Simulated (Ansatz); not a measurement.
| atom | x (Å) | y (Å) | z (Å) |
| --- | --- | --- | --- |
| Al | -1.9045 | -0.4367 | 0.3169 |
| Si | 1.5447 | 0.3517 | -0.3756 |
| F | -1.8347 | -1.8992 | -0.4198 |
| F | -2.5974 | 0.8229 | -0.4698 |
| H | 0.2760 | 0.1007 | 0.3013 |
| Cl | -1.3003 | -0.2295 | 2.4004 |
| H | 1.2621 | 0.6836 | -1.7950 |
| H | 2.3591 | -0.8840 | -0.2759 |
| H | 2.1952 | 1.4905 | 0.3173 |

Not at a stationary point (largest force 1.6 eV/Å).

These are results of Ansatz, RKS PBE0/6-31G*, not measurements.

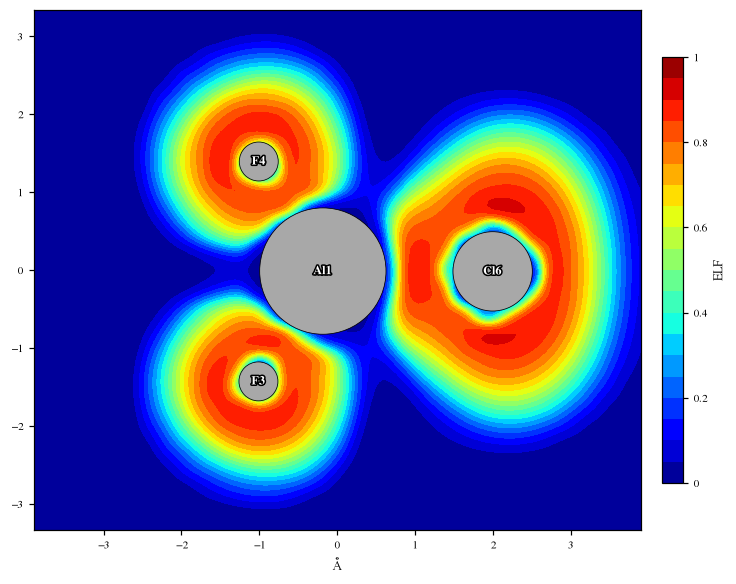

AlClF$_{2}$···SiH$_{4}$. ELF on the plane of atoms F3, Al1 and Cl6. Grey discs cover the atomic cores.

> What does the map show?

The plane passes through Al, F and Cl nuclei.
Al–F (1.64 Å): the ELF peaks at about 0.85 in the valence shell of F, 0.5 Å from its nucleus, and is about 0.35 at the midpoint.
Al–Cl (2.18 Å): the ELF peaks at about 0.90 in the valence shell of Cl, 1.0 Å from its nucleus, and is about 0.85 at the midpoint.
The ELF also peaks beside F3, Cl6 and F4, away from the bonds: lone-pair regions.
